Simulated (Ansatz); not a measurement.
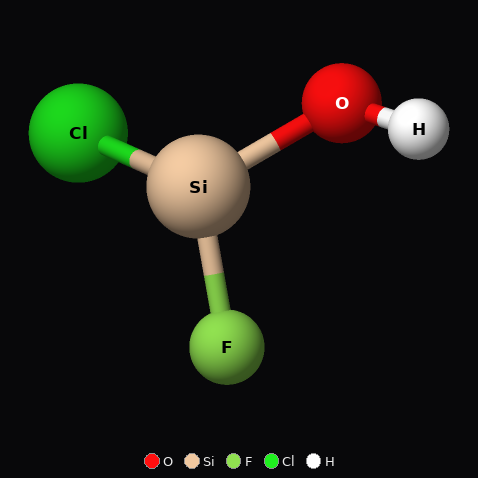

Figure made from data computed with Ansatz.

Starting geometry of the run.

Input file:

```yaml
crystal:
  periodic: [false, false, false]
  atoms:
    - {symbol: O, position_ang: [-0.003456, 1.141293, -0.013534]}
    - {symbol: Si, position_ang: [0.078268, -0.426716, 0.425685]}
    - {symbol: F, position_ang: [0.979491, -1.232149, -0.616838]}
    - {symbol: Cl, position_ang: [-1.825116, -1.157739, 0.353152]}
    - {symbol: H, position_ang: [0.841872, 1.613485, -0.194311]}
basis:
  gaussian: {orbitals: def2-TZVPP}
magnetization: {spin_polarized: true, initial_magnetization: 1}
correlation: {method: ccsd_t}
scf: {omitted_lower_state_checks: [cluster_reference]}
```

What the program printed:

```
Functional definition: HF
  name "HF"
  cite "Fock, Z. Phys. 61, 126 (1930) doi:10.1007/BF01340294"
  parent pbe
  exchange = exact_x
  correlation = 0
these checks for a lower state are left out or cut short: cluster_reference
988 factors; integrals over basis functions are off by at most 1.1e-3 eV
mean field evaluation 1: about -25127.7005 eV, gradient 3.0e1 eV
mean field evaluation 2: about -25127.7065 eV, gradient 3.0e1 eV
mean field evaluation 4: about -25131.1548 eV, gradient 2.5e0 eV
mean field evaluation 8: about -25131.2540 eV, gradient 2.0e-1 eV
mean field -25131.25474906 eV, -923.5565774518 hartree, gradient 4.6e-6 eV, S^2 0.753909; 0 other end points of the search recorded, 0 dependent functions left out
12 core orbitals not correlated: weight in the atoms' cores, before any rotation towards them, 1.000 or more for the frozen orbitals, at most 0.000 for the correlated occupied ones
reference -25131.25474906 eV, -923.5565774518 hartree; 13, 12 occupied and 135, 136 virtual orbitals, 988 factors
second order -20.94862288 eV of doubles, -0.00000000 eV of singles
cycle   1  -20.99223821 eV  change   -4.4e-2 eV  update   9.3e-2
cycle   2  -21.41621553 eV  change   -4.2e-1 eV  update   2.7e-2
cycle   3  -21.52493663 eV  change   -1.1e-1 eV  update   1.6e-2
cycle   4  -21.51476763 eV  change    1.0e-2 eV  update   4.7e-3
cycle   5  -21.51176511 eV  change    3.0e-3 eV  update   2.3e-3
cycle   6  -21.51295217 eV  change   -1.2e-3 eV  update   8.3e-4
cycle   7  -21.51290253 eV  change    5.0e-5 eV  update   3.3e-4
cycle   8  -21.51293555 eV  change   -3.3e-5 eV  update   1.1e-4
cycle   9  -21.51297128 eV  change   -3.6e-5 eV  update   4.1e-5
cycle  10  -21.51295023 eV  change    2.1e-5 eV  update   1.7e-5
perturbative correction -0.77391733 eV, -0.0284409372 hartree
Total energy: -25153.54161662 eV, -924.3756047280 hartree
Checks for a lower state left out: cluster_reference
```
